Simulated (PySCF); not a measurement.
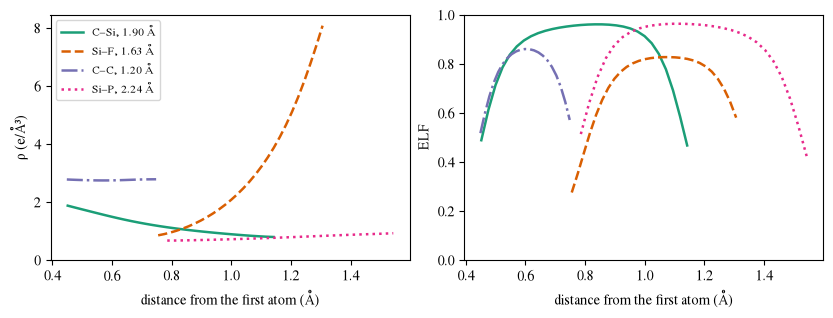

The picture shows: C$_{6}$H$_{10}$FPSi. Electron density and electron localisation function along straight lines between neighbouring atoms. The curves leave out the atomic cores.

Geometry: GFN2-xTB.

Theory: PySCF, PBE0/pcSseg-1, SCF density, gas phase, non-relativistic.

```yaml
atoms:
  - { symbol: C, position_ang: [0.9603, 2.9622, -1.2806] }
  - { symbol: C, position_ang: [0.5813, 1.8373, -1.1232] }
  - { symbol: C, position_ang: [0.1095, 0.4945, -0.9022] }
  - { symbol: C, position_ang: [-1.4081, 0.4421, -0.6648] }
  - { symbol: C, position_ang: [-1.7468, -0.8934, -0.0094] }
  - { symbol: C, position_ang: [-0.8516, -1.0702, 1.2190] }
  - { symbol: Si, position_ang: [0.8231, -0.3522, 0.6688] }
  - { symbol: F, position_ang: [1.2695, 0.7846, 1.7524] }
  - { symbol: P, position_ang: [2.4714, -1.8246, 0.2777] }
  - { symbol: H, position_ang: [1.2944, 3.9448, -1.4304] }
  - { symbol: H, position_ang: [0.3568, -0.1062, -1.7847] }
  - { symbol: H, position_ang: [-1.9528, 0.5731, -1.6014] }
  - { symbol: H, position_ang: [-1.6886, 1.2578, 0.0051] }
  - { symbol: H, position_ang: [-1.5499, -1.7003, -0.7191] }
  - { symbol: H, position_ang: [-2.8029, -0.9344, 0.2622] }
  - { symbol: H, position_ang: [-1.2440, -0.4859, 2.0512] }
  - { symbol: H, position_ang: [-0.8247, -2.1103, 1.5358] }
  - { symbol: H, position_ang: [2.7655, -1.9724, 1.6221] }
  - { symbol: H, position_ang: [3.4280, -0.8371, 0.1138] }
```

Compare the contacts.

Answer. C–Si (1.90 Å): ρ at the midpoint is about 0.94 e/Å³; the ELF peaks at about 0.95 between the atoms (a shared electron pair).
Si–F (1.63 Å): ρ is about 1 e/Å³ halfway; the ELF peaks at about 0.85 in the valence shell of F, 0.6 Å from its nucleus, and is about 0.50 at the midpoint.
C–C (1.20 Å): ρ at the midpoint is about 2.7 e/Å³; the ELF peaks at about 0.85 between the atoms (a short, multiple covalent bond).
Si–P (2.24 Å): ρ is about 0.76 e/Å³ halfway; the ELF peaks at about 0.95 between the atoms, as expected for a covalent bond.
